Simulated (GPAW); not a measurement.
## STM contrast on Y2CO2 MXene monolayer

Aim: Tersoff-Hamann images of Y2CO2 MXene monolayer at several biases.

Method: GPAW, PAW setups; layer in a repeated cell with vacuum, relaxation of atoms and in-plane cell, in the first sound run; inputs show where later runs differ, in GPAW 26.7.0.

### Step 1. The starting structure

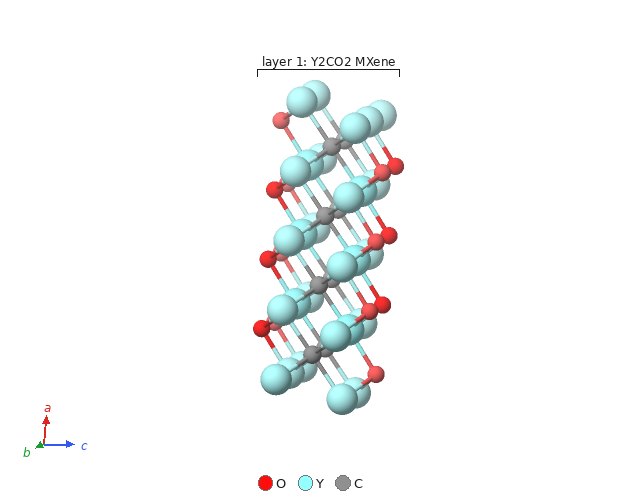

Start, viewed from the side, with the c axis across the page; oxygen red, yttrium teal, carbon grey. 3×1×1 cells are drawn. Some periodic images of atoms are drawn too.

The cell holds 5 atoms: 2 O, 2 Y and 1 C. Cell: a = 3.478 Å, b = 3.478 Å, c = 21.263 Å, α = 90.0°, β = 90.0°, γ = 120.0°. Vacuum lies along c.

### Step 2. Relaxing the atoms

The atoms are relaxed first, since the surface dipole, and with it the work function, follows the positions of the outer layers.

run.py

```python
import json
import numpy as np
from ase import Atoms
from ase.filters import FrechetCellFilter
from ase.optimize import BFGS
from gpaw import GPAW, PW

slab = Atoms(
    ['O', 'Y', 'C', 'Y', 'O'],
    positions=[
        [-0.00000, 2.00789, 8.00000],
        [1.73888, 1.00394, 9.25909],
        [0.00000, 0.00000, 10.63132],
        [-0.00000, 2.00789, 12.00355],
        [1.73888, 1.00394, 13.26263]],
    cell=[[3.47776, 0.0, 0.0], [-1.73888, 3.01183, 0.0], [0.0, 0.0, 21.2626]],
    pbc=[True, True, True])

slab.calc = GPAW(mode=PW(600), xc='PBE', kpts={'size': (9, 9, 1), 'gamma': True},
                 occupations={'name': 'fermi-dirac', 'width': 0.05}, nbands='160%',
                 convergence={'density': 1e-05}, maxiter=200,
                 symmetry={'tolerance': 1e-3}, txt='slab.txt')
result = {}
# The in-plane cell is free; stress needs a cell that repeats along all three vectors
path = []
opt = BFGS(FrechetCellFilter(slab, mask=[1, 1, 0, 0, 0, 1]), maxstep=0.2)
opt.attach(lambda: path.append((slab.get_potential_energy(), slab.positions.tolist(), slab.get_forces().tolist())))
result['relaxed'] = bool(opt.run(fmax=0.02, steps=45))
result['path'] = path
result['cell'] = slab.cell.tolist()
print('in-plane lattice', slab.cell.cellpar().round(4)[[0, 1, 5]])
energy = slab.get_potential_energy()
fermi = slab.calc.get_fermi_level()
v = slab.calc.get_electrostatic_potential().mean((0, 1)) - fermi
n = slab.calc.get_pseudo_density().mean((0, 1))
L = slab.cell[2, 2]
z = np.arange(len(v)) * L / len(v)
low, high = slab.positions[:, 2].min(), slab.positions[:, 2].max()
below, above = np.interp([low - 5.8, high + 5.8], z, v)
slopes = [np.interp(x, z, np.gradient(v, z)) for x in (low - 5.8, high + 5.8)]
eps = np.array([[slab.calc.get_eigenvalues(k, s) for k in range(len(slab.calc.get_ibz_k_points()))]
                for s in range(slab.calc.get_number_of_spins())]) - fermi
top, bottom = eps[eps < 0].max(), eps[eps > 0].min()
dipole = slab.get_dipole_moment()[2]
print(f'energy {energy:.4f} eV, Fermi level {fermi:.4f} eV, dipole {dipole:.5f} e A')
print(f'potential 5.8 A off the faces, from the Fermi level: lower {below:.4f} eV, upper {above:.4f} eV')
print(f'slope of the potential there: lower {slopes[0]:.5f}, upper {slopes[1]:.5f} eV/A')
print(f'nearest levels on the mesh: {top:.4f} and {bottom:.4f} eV')
print('magnetic moment', round(slab.get_magnetic_moment(), 3))
result.update(energy=energy, fermi=fermi, dipole=dipole, below=below, above=above, slopes=slopes, edges=[top, bottom],
              z=z.tolist(), v=v.tolist(), n=n.tolist(), positions=slab.positions.tolist(),
              forces=slab.get_forces(apply_constraint=False).tolist(), moments=slab.get_magnetic_moments().tolist())
json.dump(result, open('result.json', 'w'))
```

Started as:

```console
> OMP_NUM_THREADS=1 OPENBLAS_NUM_THREADS=1 python run.py
```

Output:

```text
Step          Energy          fmax
BFGS:    0      -35.123936        5.311798
BFGS:    1      -36.063248        4.052923
BFGS:    2      -37.419331        0.964113
BFGS:    3      -37.481592        0.380018
BFGS:    4      -37.491605        0.317931
BFGS:    5      -37.537683        0.163374
BFGS:    6      -37.543281        0.109170
BFGS:    7      -37.545132        0.120236
BFGS:    8      -37.546526        0.116322
BFGS:    9      -37.546124        0.126579
BFGS:   10      -37.543123        0.107607
BFGS:   11      -37.540197        0.055141
BFGS:   12      -37.537689        0.004882
in-plane lattice [  3.4892   3.4892 120.    ]
energy -37.5197 eV, Fermi level -1.7827 eV, dipole 0.00056 e A
potential 5.8 A off the faces, from the Fermi level: lower 5.8111 eV, upper 5.8091 eV
slope of the potential there: lower 0.00022, upper 0.00066 eV/A
nearest levels on the mesh: -0.0361 and 0.0072 eV
magnetic moment 0.0
```

Elapsed: 5.2 min, on 1 thread of Intel Xeon 6975P-C (Granite Rapids), shared host; peak memory 0.42 GiB.

Numbers from this step:

| Property | Result |
| --- | --- |
| dipole along the normal | 5.61e-4 e·Å |
| levels nearest the Fermi level on the mesh | -0.03612, 0.007204 eV from the Fermi level |

Table of electrostatic potential energy of an electron (without an applied field's), less the Fermi level, planar mean by z:

| z (Å) | electrostatic potential energy of an electron (without an applied field's), less the Fermi level, planar mean (eV) |
| --- | --- |
| 0 | 5.81 |
| 2 | 5.81 |
| 4 | 5.81 |
| 6 | 5.78 |
| 8 | -9.96 |
| 10 | 0.215 |
| 12 | -9.78 |
| 14 | 4.16 |
| 16 | 5.80 |
| 18 | 5.81 |
| 20 | 5.81 |

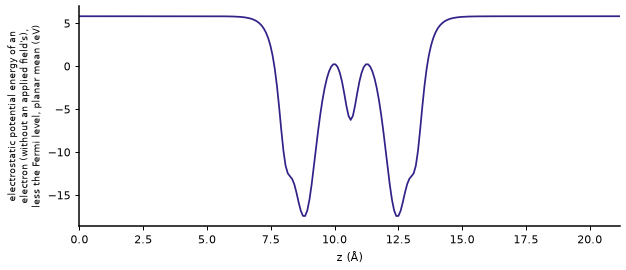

Electrostatic potential energy of an electron (without an applied field's), less the Fermi level, planar mean against z.

The pseudo valence density, planar mean oscillates, so the rows of the table below give means over windows of 2 Å about each position, cut where the curve ends. Its maxima inside the range that stand out by 2 % of the span (Å: e/Å³): 8.7: 0.958, 10.5: 0.321, 12.6: 0.958. Its minima: 9.9: 0.212, 11.4: 0.212.

The pseudo valence density, planar mean by z; means over each step:

```
z (Å)  pseudo valence density, planar mean (e/Å³)
    4                                      1.3e-5
    6                                     0.00645
    8                                       0.609
   10                                       0.344
   12                                       0.565
   14                                       0.278
   16                                      6.0e-4
   18                                      1.4e-6
```

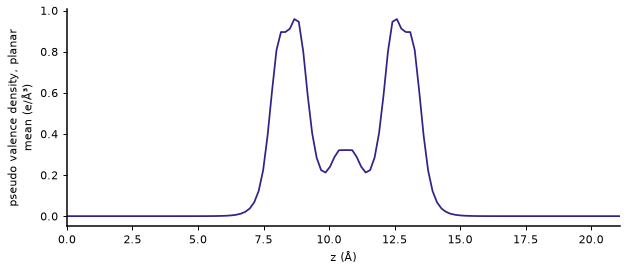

Pseudo valence density, planar mean, plotted against z.

The relaxation lowered the energy of the cell by 2.42 eV (energies extrapolated to zero smearing; the optimiser's log prints free energies). The largest force left on a free atom is 0.0049 eV/Å.

### Step 3. Plane waves, PBE

The work function is the vacuum plateau of the electrostatic potential less the Fermi level; a dipole layer lets the two faces have plateaus of their own.

This step: GPAW, PAW setups; slab in vacuum (GPAW 26.7.0).

The cell differs from the one that the last finished run ended in (c 21.263 → 21.129 Å).

run.py

```python
import json
import numpy as np
from ase import Atoms
from ase.dft.stm import STM
from gpaw import GPAW, PW

slab = Atoms(
    ['O', 'Y', 'C', 'Y', 'O'],
    positions=[
        [0.00000, 2.01450, 8.00000],
        [1.74460, 1.00724, 8.76036],
        [0.00000, -0.00000, 10.56462],
        [0.00000, 2.01450, 12.36889],
        [1.74460, 1.00724, 13.12923]],
    cell=[[3.4892, 0.0, 0.0], [-1.7446, 3.02174, 0.0], [0.0, 0.0, 21.1292]],
    pbc=[True, True, False])

slab.calc = GPAW(mode=PW(500), xc='PBE', kpts={'size': (9, 9, 1), 'gamma': True},
                 occupations={'name': 'fermi-dirac', 'width': 0.05}, nbands='160%',
                 convergence={'density': 1e-05}, maxiter=200,
                 poissonsolver={'dipolelayer': 'xy'},
                 symmetry={'tolerance': 1e-3}, txt='slab.txt')
result = {}
energy = slab.get_potential_energy()
fermi = slab.calc.get_fermi_level()
v = slab.calc.get_electrostatic_potential().mean((0, 1)) - fermi
n = slab.calc.get_pseudo_density().mean((0, 1))
L = slab.cell[2, 2]
z = np.arange(len(v)) * L / len(v)
low, high = slab.positions[:, 2].min(), slab.positions[:, 2].max()
below, above = np.interp([low - 5.8, high + 5.8], z, v)
slopes = [np.interp(x, z, np.gradient(v, z)) for x in (low - 5.8, high + 5.8)]
eps = np.array([[slab.calc.get_eigenvalues(k, s) for k in range(len(slab.calc.get_ibz_k_points()))]
                for s in range(slab.calc.get_number_of_spins())]) - fermi
top, bottom = eps[eps < 0].max(), eps[eps > 0].min()
dipole = slab.get_dipole_moment()[2]
print(f'energy {energy:.4f} eV, Fermi level {fermi:.4f} eV, dipole {dipole:.5f} e A')
print(f'potential 5.8 A off the faces, from the Fermi level: lower {below:.4f} eV, upper {above:.4f} eV')
print(f'slope of the potential there: lower {slopes[0]:.5f}, upper {slopes[1]:.5f} eV/A')
print(f'nearest levels on the mesh: {top:.4f} and {bottom:.4f} eV')
print('magnetic moment', round(slab.get_magnetic_moment(), 3))
result.update(energy=energy, fermi=fermi, dipole=dipole, below=below, above=above, slopes=slopes, edges=[top, bottom],
              z=z.tolist(), v=v.tolist(), n=n.tolist(), positions=slab.positions.tolist(),
              forces=slab.get_forces(apply_constraint=False).tolist(), moments=slab.get_magnetic_moments().tolist())

# Images need the states of the whole zone, up to time reversal
slab.calc = slab.calc.fixed_density(symmetry={'point_group': False}, txt='states.txt', nbands='250%',
                                    convergence={'bands': 'CBM+1.8'})
stm = STM(slab)
result['stm'] = []
for bias in [-2.0, -1.0, 1.5]:
    height = high + 3.5
    current = stm.get_averaged_current(bias, height)
    x, y, h = stm.scan(bias, current)
    i, f = divmod(height / L * stm.ldos.shape[2], 1)
    I = abs((1 - f) * stm.ldos[:, :, int(i)] + f * stm.ldos[:, :, int(i) + 1])
    print(f'bias {bias} V: mean current at 3.5 A {current:.4e}, corrugation {np.ptp(h):.4f} A')
    result['stm'].append(dict(bias=bias, current=current, h=(h - high).tolist(), I=I.tolist()))
json.dump(result, open('result.json', 'w'))
```

Output:

```text
energy -36.8184 eV, Fermi level -1.7566 eV, dipole 0.00064 e A
potential 5.8 A off the faces, from the Fermi level: lower 5.8171 eV, upper 5.8064 eV
slope of the potential there: lower -0.00028, upper 0.00028 eV/A
nearest levels on the mesh: -0.0355 and 0.0066 eV
magnetic moment 0.0
bias -2.0 V: mean current at 3.5 A 3.6219e-06, corrugation 0.4564 A
bias -1.0 V: mean current at 3.5 A 1.9067e-06, corrugation 0.2576 A
bias 1.5 V: mean current at 3.5 A 6.5251e-07, corrugation 0.2965 A
```

It took 78 s on 1 thread; peak memory 0.53 GiB.

This step gave:

```
dipole along the normal                    : 6.36e-4 e·Å
levels nearest the Fermi level on the mesh : -0.03550, 0.006557 eV from the Fermi level
upper work function                        : 5.806 eV
lower work function                        : 5.817 eV
corrugation -2                             : 0.4564 Å
corrugation -1                             : 0.2576 Å
corrugation 1.5                            : 0.2965 Å
```

Table of electrostatic potential energy of an electron (without an applied field's), less the Fermi level, planar mean by z:

| z (Å) | electrostatic potential energy of an electron (without an applied field's), less the Fermi level, planar mean (eV) |
| --- | --- |
| 0 | 5.81 |
| 1 | 5.82 |
| 2 | 5.82 |
| 3 | 5.82 |
| 4 | 5.82 |
| 5 | 5.81 |
| 6 | 5.78 |
| 7 | 4.95 |
| 8 | -11.3 |
| 9 | -14.5 |
| 10 | 0.128 |
| 11 | -0.736 |
| 12 | -11.5 |
| 13 | -12.6 |
| 14 | 4.48 |
| 15 | 5.75 |
| 16 | 5.80 |
| 17 | 5.81 |
| 18 | 5.81 |
| 19 | 5.81 |
| 20 | 5.81 |
| 21 | 5.81 |

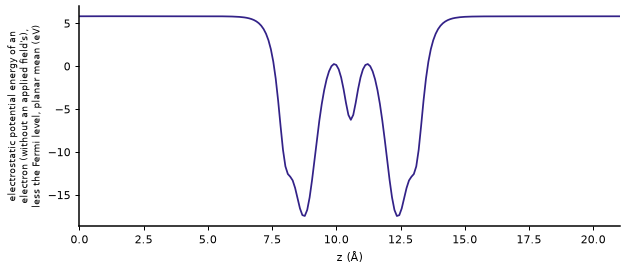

Electrostatic potential energy of an electron (without an applied field's), less the Fermi level, planar mean against z.

The pseudo valence density, planar mean oscillates, so the rows of the table below give means over windows of 2 Å about each position, cut where the curve ends. Its maxima inside the range that stand out by 2 % of the span (Å: e/Å³): 8.7: 0.966, 10.4: 0.324, 12.5: 0.966. Its minima: 9.8: 0.213, 11.3: 0.213.

Table of pseudo valence density, planar mean by z; means over each step:

```
z (Å)  pseudo valence density, planar mean (e/Å³)
    4                                      1.6e-5
    6                                     0.00810
    8                                       0.631
   10                                       0.329
   12                                       0.585
   14                                       0.248
   16                                      5.1e-4
   18                                      1.7e-6
```

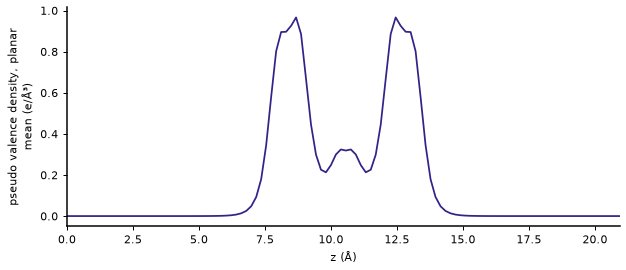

Pseudo valence density, planar mean, plotted against z.

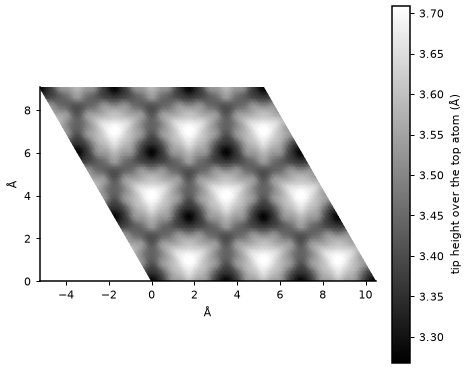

Tip height over the top atom over a1 and a2. Sample bias -2 V, constant current at the mean current 3.5 Å over the top atom. The cell is repeated, with its origin at the lower left corner.

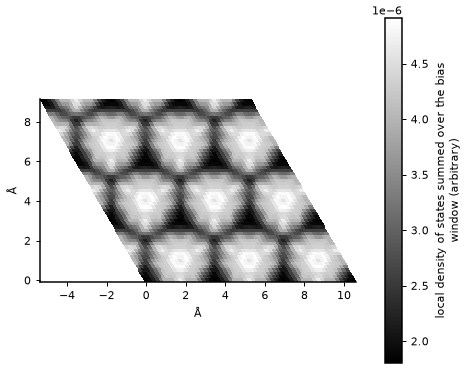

Local density of states summed over the bias window over a1 and a2. Sample bias -2 V, constant height 3.5 Å over the top atom. The cell is repeated, with its origin at the lower left corner.

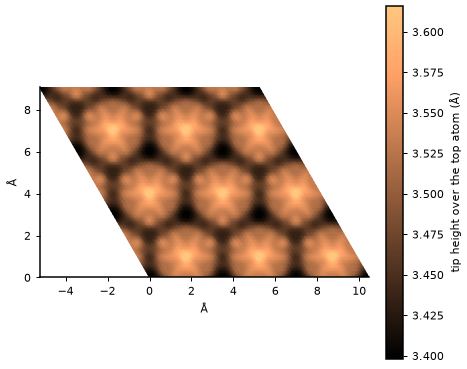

Tip height over the top atom over a1 and a2. Sample bias -1 V, constant current at the mean current 3.5 Å over the top atom. The cell is repeated, with its origin at the lower left corner.

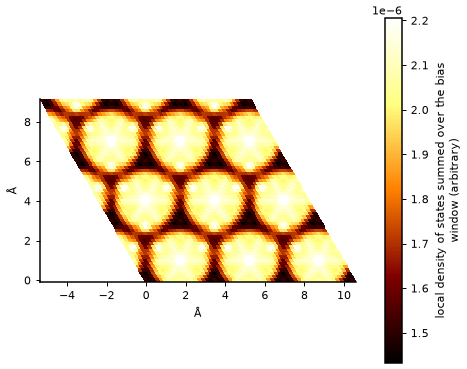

Local density of states summed over the bias window over a1 and a2. Sample bias -1 V, constant height 3.5 Å over the top atom. The cell is repeated, with its origin at the lower left corner.

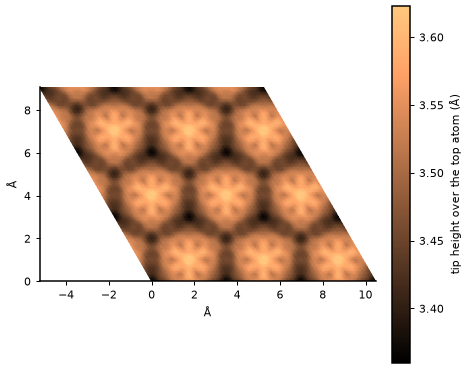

Tip height over the top atom over a1 and a2. Sample bias 1.5 V, constant current at the mean current 3.5 Å over the top atom. The cell is repeated, with its origin at the lower left corner.

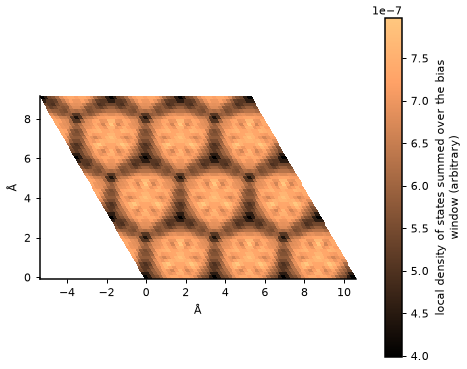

Local density of states summed over the bias window over a1 and a2. Sample bias 1.5 V, constant height 3.5 Å over the top atom. The cell is repeated, with its origin at the lower left corner.

The potential is flat to 2.8e-4 eV/Å where it is read, so the vacuum is wide enough.

### Step 4. A changed run

One more run, with changed settings.

run.py, as its differences from that of step 3:

```diff
@@ -3,4 +3,3 @@
 from ase import Atoms
-from ase.dft.stm import STM
-from gpaw import GPAW, PW
+from gpaw import GPAW
 
@@ -17,5 +16,5 @@
 
-slab.calc = GPAW(mode=PW(500), xc='PBE', kpts={'size': (9, 9, 1), 'gamma': True},
+slab.calc = GPAW(mode='fd', h=0.4, xc='PBE', kpts={'size': (9, 9, 1), 'gamma': True},
                  occupations={'name': 'fermi-dirac', 'width': 0.05}, nbands='160%',
-                 convergence={'density': 1e-05}, maxiter=200,
+                 convergence={'density': 1e-05}, maxiter=100,
                  poissonsolver={'dipolelayer': 'xy'},
@@ -44,16 +43,2 @@
               forces=slab.get_forces(apply_constraint=False).tolist(), moments=slab.get_magnetic_moments().tolist())
-
-# Images need the states of the whole zone, up to time reversal
-slab.calc = slab.calc.fixed_density(symmetry={'point_group': False}, txt='states.txt', nbands='250%',
-                                    convergence={'bands': 'CBM+1.8'})
-stm = STM(slab)
-result['stm'] = []
-for bias in [-2.0, -1.0, 1.5]:
-    height = high + 3.5
-    current = stm.get_averaged_current(bias, height)
-    x, y, h = stm.scan(bias, current)
-    i, f = divmod(height / L * stm.ldos.shape[2], 1)
-    I = abs((1 - f) * stm.ldos[:, :, int(i)] + f * stm.ldos[:, :, int(i) + 1])
-    print(f'bias {bias} V: mean current at 3.5 A {current:.4e}, corrugation {np.ptp(h):.4f} A')
-    result['stm'].append(dict(bias=bias, current=current, h=(h - high).tolist(), I=I.tolist()))
 json.dump(result, open('result.json', 'w'))
```

Output:

```text
LinAlgError: The leading minor of order 32 of B is not positive definite. The factorization of B could not be completed and no eigenvalues or eigenvectors were computed.
```

The job ended after 1.7 s (1 thread; peak memory 0.16 GiB).

The run ended with an error.

The program's message: “LinAlgError: The leading minor of order 32 of B is not positive definite. The factorization of B could not be completed and no eigenvalues or eigenvectors were computed.”

The change that led to it: mode = "fd" and h = 0.4.

### Step 5. What came out

```json
{
 "work function, upper and lower face": "5.806 and 5.817 eV",
 "dipole along the normal": "6.4e-4 e Å",
 "corrugation at -2 V": "0.456 Å as printed, 0.38 Å or less without short-wave noise",
 "corrugation at -1 V": "0.258 Å as printed, 0.17 Å or less without short-wave noise",
 "corrugation at 1.5 V": "0.296 Å as printed, 0.18 Å or less without short-wave noise"
}
```

What this shows: At -2 V, -1 V and 1.5 V GPAW's map carries short-wave noise, which can't be real at this height: without waves under 1.5 Å it spans 0.38 Å against 0.46 Å printed, 0.17 Å against 0.26 Å printed and 0.18 Å against 0.30 Å printed. The reading below uses the filtered value, which may still be too high. The corrugation at constant current is largest at -2 V, where the tip height varies by 0.38 Å over the cell. Negative sample bias images filled states, positive bias empty ones. The images are of Tersoff-Hamann type: an s-wave tip, no tip-sample forces, heights closer than in a microscope. The small printed dipole stands for a step of -11 meV from the lower to the upper face, and the probes find -11 meV; values this small are near the numerical noise of both. The layer's cell and atoms come from the relaxation; spin-orbit coupling and temperature are left out.

[Logs are printed without paths, hosts, clocks, repeated set-up lines and the standing remarks that a program may print on its own settings, such as how far it seeks lower states.]

[Hosts, paths, dates, database ids (printed as entryN), source tags and the programs' standing remarks are cut or masked in the printed files.]
